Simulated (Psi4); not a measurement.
# SiNH5 (SMILES [SiH3]N) at wB97X/def2-TZVP

What is the energy change on altering one bond length of SiNH5 at wB97X/def2-TZVP? The job is set up through a Python script.

The calculation is run with Psi4 1.11.

4 further runs of the same task are left out: 3 that didn't finish, 1 set aside as unsound or not needed.

## 1. The system as given

The species is SiNH5 (7 atoms), meant as a singlet with charge 0. As SMILES, `[SiH3]N`. Geometry: relaxed at PBE0-D4/def2-TZVP.

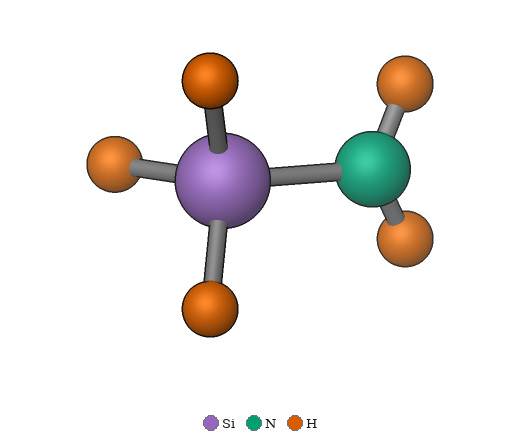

Viewed from a chosen angle; silicon purple, nitrogen teal, hydrogen orange.

## 2. A single-point energy at wB97X/def2-TZVP

Contents of run.py:

```python
import psi4

psi4.set_memory('2200 MB')
psi4.set_num_threads(1)
psi4.core.set_output_file('h5nsi.out', False)

mol = psi4.geometry("""
0 1
Si    -0.413010    -0.292700    -0.422350
N      0.611760     0.348670     0.801280
H     -0.018320    -1.706330    -0.653330
H     -1.813170    -0.217090     0.068940
H     -0.367930     0.402730    -1.743970
H      0.391580     1.238230     1.219480
H      1.609100     0.226510     0.729930
units angstrom
symmetry c1
no_reorient
no_com
""")

psi4.set_options({
    'puream': True,
    'e_convergence': 1e-09,
    'd_convergence': 1e-08,
    'scf_type': 'pk',
    'dft_radial_points': 99,
    'dft_spherical_points': 590,
})

result, w = psi4.energy('wb97x/def2-TZVP', return_wfn=True)
print('E =', round(result, 9))
```

The run is started by

```console
$ python run.py
```

h5nsi.out:

```text
[...]
  Running in c1 symmetry.
[...]
  Nuclear repulsion =   64.839844758789525
[...]
  Multiplicity = 1
[...]
  Nalpha       = 13
  Nbeta        = 13
[...]
    Number of basis functions: 98
[...]
   @RKS iter   1:  -347.10396418290253   -4.19522e-01   6.89514e-03 ADIIS/DIIS
[...]
   @RKS iter  11:  -347.28046651200191   -5.68434e-12   3.06408e-09 DIIS
[...]
    Orbital Energies [Eh]
    ---------------------
    Doubly Occupied:
       1A    -66.110592     2A    -14.371064     3A     -5.371398
       4A     -3.727155     5A     -3.726713     6A     -3.726226
       7A     -0.977225     8A     -0.658897     9A     -0.603366
      10A     -0.507594    11A     -0.454359    12A     -0.440329
      13A     -0.363351
[...]
  @RKS Final Energy:  -347.28046651200191
   => Energetics <=
    Nuclear Repulsion Energy =             64.8398447587895248
    One-Electron Energy =                -607.5517223258668764
    Two-Electron Energy =                 217.1554792069612745
    DFT Exchange-Correlation Energy =     -21.7240681518857741
    Empirical Dispersion Energy =           0.0000000000000000
    VV10 Nonlocal Energy =                  0.0000000000000000
    Total Energy =                       -347.2804665120019081
[...]
 Multipole Moments:
 ------------------------------------------------------------------------------------
     Multipole            Electronic (a.u.)      Nuclear  (a.u.)        Total (a.u.)
 ------------------------------------------------------------------------------------
 L = 1.  Multiply by 2.5417464519 to convert [e a0] to [Debye]
 Dipole X            :          3.5738495           -3.2098132            0.3640363
 Dipole Y            :          3.6246588           -3.2372142            0.3874445
 Dipole Z            :          1.3951673           -1.2904751            0.1046923
 Magnitude           :                                                    0.5418451
[...]
```

Standard output:

```text
E = -347.280466512
```

Wall time 38 s (1 thread of Intel Xeon at 2.50GHz (Skylake/Cascade Lake), shared host); peak memory 0.99 GiB.

## 3. The distorted shape: energy and forces at wB97X/def2-TZVP

Contents of job.py:

```python
import psi4

psi4.set_memory(2200000000)
psi4.set_num_threads(1)
psi4.core.set_output_file('output.dat', False)

mol = psi4.geometry("""
0 1
Si    -0.236860    -1.004374    -0.756922
N      0.787910    -0.363004     0.466708
H      0.157830    -2.418004    -0.987902
H     -1.637020    -0.928764    -0.265632
H     -0.191780    -0.308944    -2.078542
H      0.391580     1.238230     1.219480
H      1.785250    -0.485164     0.395358
units angstrom
symmetry c1
""")

psi4.set_options({
    'basis': 'def2-TZVP',
    'puream': True,
    'e_convergence': 1e-09,
    'd_convergence': 1e-08,
    'scf_type': 'pk',
    'dft_radial_points': 99,
    'dft_spherical_points': 590,
})

E = psi4.gradient("wb97x")
print('gradient / Eh bohr^-1')
print(E.np.round(6))
```

The run is started by

```console
$ python job.py
```

output.dat:

```text
[...]
  Running in c1 symmetry.
[...]
  Nuclear repulsion =   62.354015031561552
[...]
  Multiplicity = 1
[...]
  Nalpha       = 13
  Nbeta        = 13
[...]
    Number of basis functions: 98
[...]
   @RKS iter   1:  -346.83521673575501   -4.60297e-01   7.79557e-03 ADIIS/DIIS
[...]
   @RKS iter  13:  -347.12864258611199   -5.68434e-12   3.26410e-09 DIIS
[...]
    Orbital Energies [Eh]
    ---------------------
    Doubly Occupied:
       1A    -66.113452     2A    -14.409123     3A     -5.373988
       4A     -3.729933     5A     -3.729191     6A     -3.728767
       7A     -0.940292     8A     -0.653490     9A     -0.537090
      10A     -0.471016    11A     -0.452602    12A     -0.423574
      13A     -0.358334
[...]
  @RKS Final Energy:  -347.12864258611199
   => Energetics <=
    Nuclear Repulsion Energy =             62.3540150315615520
    One-Electron Energy =                -602.6028242766772109
    Two-Electron Energy =                 214.6971603279127976
    DFT Exchange-Correlation Energy =     -21.5769936689091750
    Empirical Dispersion Energy =           0.0000000000000000
    VV10 Nonlocal Energy =                  0.0000000000000000
    Total Energy =                       -347.1286425861120506
[...]
 Multipole Moments:
 ------------------------------------------------------------------------------------
     Multipole            Electronic (a.u.)      Nuclear  (a.u.)        Total (a.u.)
 ------------------------------------------------------------------------------------
 L = 1.  Multiply by 2.5417464519 to convert [e a0] to [Debye]
 Dipole X            :          0.3516772           -0.0253135            0.3263637
 Dipole Y            :         -0.4739778            0.8721250            0.3981472
 Dipole Z            :          0.0805762            0.0109606            0.0915368
 Magnitude           :                                                    0.5228895
[...]
  -Total Gradient:
     Atom            X                  Y                   Z
    ------   -----------------  -----------------  -----------------
       1        0.009375825974    -0.011935036086     0.002576587171
       2        0.021767977298    -0.058908252809    -0.040807408274
       3       -0.002226806745    -0.000813144761    -0.002224719687
       4       -0.001497369308     0.001057946524     0.001038295685
       5        0.000106109946     0.001417715409    -0.001139197571
       6       -0.023287847942     0.082692072596     0.044889215946
       7       -0.004092632785    -0.013419503300    -0.004162778999
[...]
```

Standard output:

```text
gradient / Eh bohr^-1
[[ 0.009376 -0.011935  0.002577]
 [ 0.021768 -0.058908 -0.040807]
 [-0.002227 -0.000813 -0.002225]
 [-0.001497  0.001058  0.001038]
 [ 0.000106  0.001418 -0.001139]
 [-0.023288  0.082692  0.044889]
 [-0.004093 -0.01342  -0.004163]]
```

Wall time 81 s (1 thread of Intel Xeon at 2.50GHz (Skylake/Cascade Lake), shared host); peak memory 0.98 GiB.

## 4. What came out

At wB97X/def2-TZVP:

```
                                                         quantity          value
                                        first shape: total energy  -347.28047 Eh
                                       first shape: dipole moment         1.38 D
                                         first shape: HOMO energy       -9.89 eV
                                         first shape: LUMO energy        2.37 eV
                                       first shape: HOMO–LUMO gap       12.25 eV
                                    distorted shape: total energy  -347.12864 Eh
                                   distorted shape: dipole moment         1.33 D
                                     distorted shape: HOMO energy       -9.75 eV
                                     distorted shape: LUMO energy       -1.03 eV
                                   distorted shape: HOMO–LUMO gap        8.72 eV
                        distorted shape: largest force on an atom     4.984 eV/Å
energy change with the N2–H6 bond stretched from 1.007 to 1.813 Å       4.131 eV
```

In words: With the N2–H6 bond stretched from 1.007 to 1.813 Å the energy rises by 4.13 eV (95 kcal/mol). The first shape isn't relaxed at this level, so the change isn't measured from a minimum. A restricted reference can't describe the breaking bond well at this length.
